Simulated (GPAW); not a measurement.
# A GW chain in GPAW: BaTiO3 (Pm-3m)

Wanted: ground state, empty states, screening and self-energy for BaTiO3 (Pm-3m).

Calculated with GPAW 26.7.0; PBE and many-body steps on it, plane waves.

**The experiments to reproduce.**

- Gap 3.28 eV: optical gap from first-derivative diffuse reflectance spectrum; UV-vis diffuse reflectance; powder (commercial cubic reference powder, crystallite size 31.8 nm) (“Influence of Rapid Heat Treatment on the Photocatalytic Activity and Stability of Barium Titanates Against a Broad Range of Pollutants”, 2024, pmc:11596716).

- Gap 3.2 eV: optical gap from first-derivative diffuse reflectance spectrum; UV-vis diffuse reflectance; powder (“Influence of Rapid Heat Treatment on the Photocatalytic Activity and Stability of Barium Titanates Against a Broad Range of Pollutants”, 2024, pmc:11596716).

Most raw output is cut from this account.

## 1. The starting structure

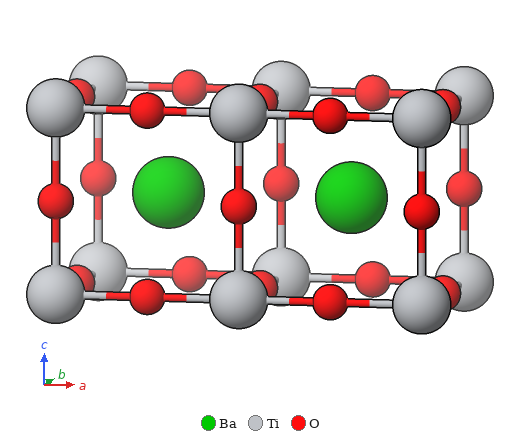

The cell as given, slightly off an axis (barium green, titanium light grey, oxygen red). 2×1×1 cells are drawn. Some periodic images of atoms are drawn too.

The cell and positions come from the Crystallography Open Database and are kept as given unless a step says otherwise. Spin-orbit coupling is left out unless a step names it.

## 2. Ground state

This step: GPAW 26.7.0; DFT, PBE, plane waves, PAW.

The ground-state density comes first.

run.py

```python
import json
import numpy as np
from gpaw.mpi import world
from ase import Atoms
from gpaw import GPAW, PW, FermiDirac

atoms = Atoms(['Ba', 'Ti', 'O', 'O', 'O'],
    cell=[[4.0060000000, 0.0000000000, 0.0000000000],
      [0.0000000000, 4.0060000000, 0.0000000000],
      [0.0000000000, 0.0000000000, 4.0060000000]],
    scaled_positions=[[0.5000000000, 0.5000000000, 0.5000000000],
      [0.0000000000, 0.0000000000, 0.0000000000],
      [0.5000000000, 0.0000000000, 0.0000000000],
      [0.0000000000, 0.5000000000, 0.0000000000],
      [0.0000000000, 0.0000000000, 0.5000000000]],
    pbc=(True, True, True))
calc = GPAW(mode=PW(600),
    xc='PBE',
    kpts={'size': (6, 6, 6), 'gamma': True},
    occupations=FermiDirac(0.001),
    nbands=-8,
    convergence={'density': 1e-6, 'bands': -3},
    maxiter=100,
    txt='gs.txt')
atoms.calc = calc
res = {'energy': atoms.get_potential_energy()}
kpts = calc.get_ibz_k_points()
res['kpts'] = kpts
res['eigenvalues'] = [calc.get_eigenvalues(kpt=k) for k in range(len(kpts))]
res['n_electrons'] = calc.get_number_of_electrons()
calc.write('gs.gpw')

if world.rank == 0:
    with open('result.json', 'w') as f:
        json.dump(res, f, default=lambda x: x.tolist())
```

The run is started by

```sh
$ mpirun -n 4 gpaw python run.py
```

The job ended after 6.9 s (4 MPI ranks of AMD EPYC 9R45, shared host; peak memory 0.77 GiB; 27 s of CPU time).

This step gave:

| Quantity | Value |
| --- | --- |
| total energy | -39.23 eV |
| gap | 1.781 eV |
| k of the valence top | 0.5, 0.5, 0.5 |
| k of the conduction bottom | 0, 0, 0 |
| least direct gap | 1.918 eV |

The gap is indirect, with the least direct gap 0.14 eV higher.

## 3. Bands along the symmetry lines

The cheap functional maps the bands first; the places of the edges decide which points the dearer methods must see.

run.py

```python
import json
import numpy as np
from gpaw.mpi import world
from gpaw import GPAW

path = [[0.000000, 0.000000, 0.000000],
    [0.000000, 0.062500, 0.000000],
    [0.000000, 0.125000, 0.000000],
    [0.000000, 0.187500, 0.000000],
    [0.000000, 0.250000, 0.000000],
    [0.000000, 0.312500, 0.000000],
    [0.000000, 0.375000, 0.000000],
    [0.000000, 0.437500, 0.000000],
    [0.000000, 0.500000, 0.000000],
    [0.062500, 0.500000, 0.000000],
    [0.125000, 0.500000, 0.000000],
    [0.187500, 0.500000, 0.000000],
    [0.250000, 0.500000, 0.000000],
    [0.312500, 0.500000, 0.000000],
    [0.375000, 0.500000, 0.000000],
    [0.437500, 0.500000, 0.000000],
    [0.500000, 0.500000, 0.000000],
    [0.437500, 0.437500, 0.000000],
    [0.375000, 0.375000, 0.000000],
    [0.312500, 0.312500, 0.000000],
    [0.250000, 0.250000, 0.000000],
    [0.187500, 0.187500, 0.000000],
    [0.125000, 0.125000, 0.000000],
    [0.062500, 0.062500, 0.000000],
    [0.000000, 0.000000, 0.000000],
    [0.062500, 0.062500, 0.062500],
    [0.125000, 0.125000, 0.125000],
    [0.187500, 0.187500, 0.187500],
    [0.250000, 0.250000, 0.250000],
    [0.312500, 0.312500, 0.312500],
    [0.375000, 0.375000, 0.375000],
    [0.437500, 0.437500, 0.437500],
    [0.500000, 0.500000, 0.500000],
    [0.437500, 0.500000, 0.437500],
    [0.375000, 0.500000, 0.375000],
    [0.312500, 0.500000, 0.312500],
    [0.250000, 0.500000, 0.250000],
    [0.187500, 0.500000, 0.187500],
    [0.125000, 0.500000, 0.125000],
    [0.062500, 0.500000, 0.062500],
    [0.000000, 0.500000, 0.000000],
    [0.500000, 0.500000, 0.500000],
    [0.500000, 0.500000, 0.437500],
    [0.500000, 0.500000, 0.375000],
    [0.500000, 0.500000, 0.312500],
    [0.500000, 0.500000, 0.250000],
    [0.500000, 0.500000, 0.187500],
    [0.500000, 0.500000, 0.125000],
    [0.500000, 0.500000, 0.062500],
    [0.500000, 0.500000, 0.000000]]
calc = GPAW('gs.gpw').fixed_density(kpts=path,
    symmetry='off',
    nbands=30,
    convergence={'bands': 26},
    txt='bands.txt')
res = {}
kpts = calc.get_ibz_k_points()
res['kpts'] = kpts
res['eigenvalues'] = [calc.get_eigenvalues(kpt=k) for k in range(len(kpts))]
res['n_electrons'] = calc.get_number_of_electrons()

if world.rank == 0:
    with open('result.json', 'w') as f:
        json.dump(res, f, default=lambda x: x.tolist())
```

The run is started by

```sh
$ mpirun -n 4 gpaw python run.py
```

Wall time 8.4 s (4 MPI ranks); peak memory 0.87 GiB; 32 s of CPU time.

Numbers from this step:

| Item | Value |
| --- | --- |
| gap | 1.781 eV |
| k of the valence top | 0.5, 0.5, 0.5 |
| k of the conduction bottom | 0, 0, 0 |
| least direct gap | 1.918 eV |

The gap is 1.781 eV, as in the run before at this level.

The electronic bands at the labelled points (eV, zero at the top of the highest filled band):

```
    point  band 17  band 18  band 19  band 20  band 21  band 22  band 23  band 24
        Γ    -1.09    -0.14    -0.14    -0.14     1.78     1.78     1.78     3.93
        X    -1.81    -1.81    -0.70    -0.70     1.93     3.51     3.51     3.93
        M    -1.71    -0.86    -0.86    -0.08     3.52     3.52     3.94     4.78
        Γ    -1.09    -0.14    -0.14    -0.14     1.78     1.78     1.78     3.93
        R    -2.39     0.00     0.00     0.00     4.18     4.18     4.18     6.75
        X    -1.81    -1.81    -0.70    -0.70     1.93     3.51     3.51     3.93
jump to R    -2.39     0.00     0.00     0.00     4.18     4.18     4.18     6.75
        M    -1.71    -0.86    -0.86    -0.08     3.52     3.52     3.94     4.78
```

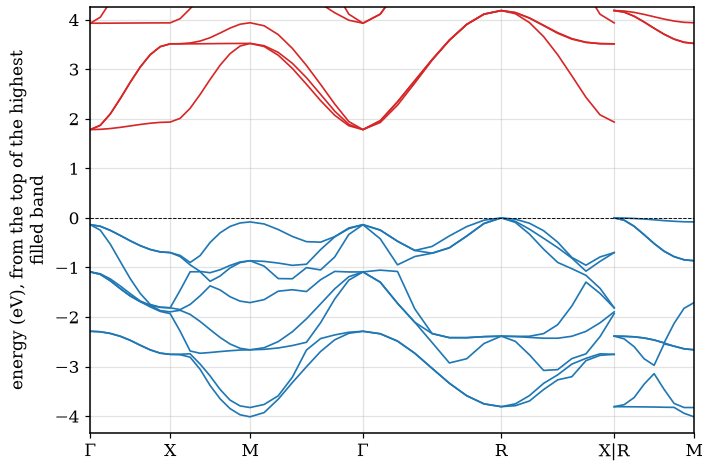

Electronic bands along the path; lines of filled and empty bands in two colours.

## 4. Empty states on the mesh, 4×4×4 mesh, 965 bands

The sums over transitions need many empty states on a uniform mesh; this step solves for them.

run.py

```python
import json
import numpy as np
from gpaw.mpi import world
from gpaw import GPAW

calc = GPAW('gs.gpw').fixed_density(kpts={'size': (4, 4, 4), 'gamma': True},
    parallel={'domain': 1, 'band': 1},
    txt='nscf.txt')
calc.diagonalize_full_hamiltonian(nbands=965)
calc.write('full.gpw', mode='all')
res = {}
kpts = calc.get_ibz_k_points()
res['kpts'] = kpts
res['eigenvalues'] = [calc.get_eigenvalues(kpt=k) for k in range(len(kpts))]
res['n_electrons'] = calc.get_number_of_electrons()

if world.rank == 0:
    with open('result.json', 'w') as f:
        json.dump(res, f, default=lambda x: x.tolist())
```

The run is started by

```sh
$ mpirun -n 4 gpaw python run.py
```

Wall time 21 s (4 MPI ranks); peak memory 2.4 GiB.

Numbers from this step:

```
gap                                                           : 1.781 eV
k of the valence top                                          : 0.5, 0.5, 0.5
k of the conduction bottom                                    : 0, 0, 0
least direct gap                                              : 1.918 eV
k points computed                                             : 10
lowest point of the top converged band, above the valence top : 330.1714 eV
```

On this mesh the gap is 1.781 eV.

## 5. Screening and self-energy, 4×4×4 mesh, 444 bands, screening to 210 eV

G0W0 replaces the xc potential by the self-energy, built once from these orbitals. Only a window of levels is corrected, while the sums run over the empty bands that the input names.

This step: G0W0 on PBE, plane waves, PAW.

run.py

```python
import json
import numpy as np
from gpaw.mpi import world
from gpaw.response.g0w0 import G0W0

gw = G0W0('full.gpw',
    filename='gw',
    kpts=[0, 9],
    bands=(18, 22),
    ecut=210,
    nbands=444,
    integrate_gamma='WS',
    ppa=True)
gw.calculate()
res = {mode: {k: v for k, v in r.items() if k != 'sigma_eskwn'}
       for mode, r in gw.all_results.items()}

if world.rank == 0:
    with open('result.json', 'w') as f:
        json.dump(res, f, default=lambda x: x.tolist())
```

The run is started by

```sh
$ mpirun -n 4 gpaw python run.py
```

The job ended after 5.6 min (4 MPI ranks; peak memory 2.3 GiB; 22 min of CPU time).

Numbers from this step:

| Property | Result |
| --- | --- |
| G0W0 gap on the points computed | 3.580 eV |
| least direct G0W0 gap on the computed points | 3.717 eV |
| Z at the valence top | 0.7491 |
| Z at the conduction bottom | 0.7650 |
| starting gap on the mesh | 1.781 eV |
| k of the valence top | 0.5, 0.5, 0.5 |
| k of the conduction bottom | 0, 0, 0 |

The gap on the mesh goes from 1.78 eV to 3.58 eV, a correction of +1.80 eV.

Limits: finite bands, cutoff and mesh; no spin-orbit coupling; coarse k mesh. v1 is the top filled band, c1 the lowest empty one. The levels before and after the correction (eV, zero at the valence-band top of each column):

```
           conduction bottom  valence top
Kohn-Sham               1.78         0.00
     G0W0               3.58         0.00
```

```
                         level  energy (eV)
Kohn-Sham              Γ v2-v1       -0.137
Kohn-Sham              Γ c1-c2        1.781
Kohn-Sham  (0.5 0.5 0.5) v2-v1        0.000
Kohn-Sham  (0.5 0.5 0.5) c1-c2        4.183
     G0W0              Γ v2-v1       -0.138
     G0W0              Γ c1-c2        3.580
     G0W0  (0.5 0.5 0.5) v2-v1        0.000
     G0W0  (0.5 0.5 0.5) c1-c2        6.165
```

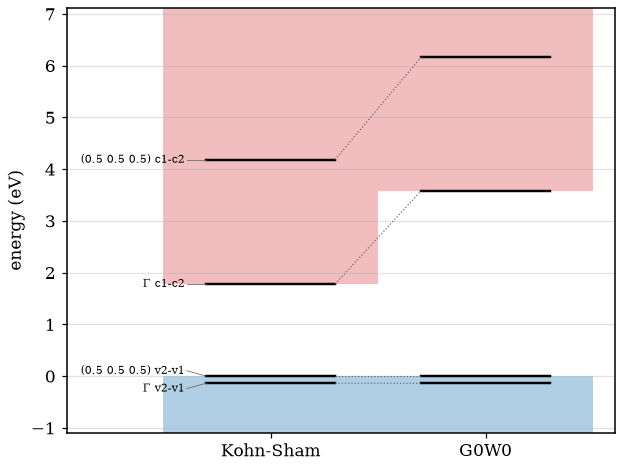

Levels before and after the correction. Shaded: valence and conduction bands.

## 6. Where the time went

Times are wall times on 4 MPI ranks of AMD EPYC 9R45, shared host, good to a factor of about two.

```
                          step     time  share  memory (GiB)
                  ground state    6.9 s    2 %          0.77
bands along the symmetry lines    8.4 s    2 %          0.87
      empty states on the mesh     21 s    6 %           2.4
     screening and self-energy  5.6 min   90 %           2.3
```

## 7. Summary of results

```json
{
  "PBE gap": "1.78 eV, indirect",
  "G0W0 gap on the mesh": "3.58 eV",
  "GW settings": "4×4×4 mesh, 444 bands, screening to 210 eV, Godby-Needs plasmon pole",
  "known limits": "not at the basis limit; no spin-orbit coupling; coarse k mesh"
}
```

What this shows: G0W0 moves the gap on the mesh from 1.78 eV to 3.58 eV (+1.80 eV), with Z of 0.75 and 0.77 at the edges. Only 2 of the mesh's irreducible points were corrected, so a valley elsewhere could overtake. The dearest step here is «screening and self-energy». Against experiment, by G0W0@PBE: the gap of 3.58 eV lies +0.30 eV from the measured 3.28 eV (optical, 2024); the gap of 3.58 eV lies +0.38 eV from the measured 3.2 eV (optical, 2024). An exciton line or allowed optical edge lies below the quasiparticle gap by the binding energy; a forbidden edge can push the onset above it. The calculation has static nuclei and no excitons; a measured gap holds zero-point and thermal motion, which mostly lowers it. Bands and cutoff are finite, so the gap is not at the basis limit. The miss can reach some tenths of an eV and take either sign; the mesh is an error of its own. These stock PAW sets were not made for GW. In the G0W0 run levels were corrected at 2 k points alone, so a gap called «on the mesh» is the least over those, and an edge elsewhere would be missed. The 4×4×4 mesh is coarse for this cell, which bears on the long-range parts of exchange and screening. This is the ideal cubic cell; many perovskites, halides above all, are cubic only on average, and local tilts or off-centring can widen the gap. The many-body steps are scalar-relativistic: spin-orbit coupling is not in them.

[Paths, hosts, dates, memory and timing lines, banners, echoed tables and standing remarks are left out of the program output.]

[Logs are printed without paths, hosts, clocks, repeated set-up lines and the standing remarks that a program may print on its own settings, such as how far it seeks lower states.]

[Runs of the session that timed out or met a known fault of the program may be left out.]

[Hosts, paths, dates, database ids (printed as entryN), source tags and the programs' standing remarks are cut or masked in the printed files.]
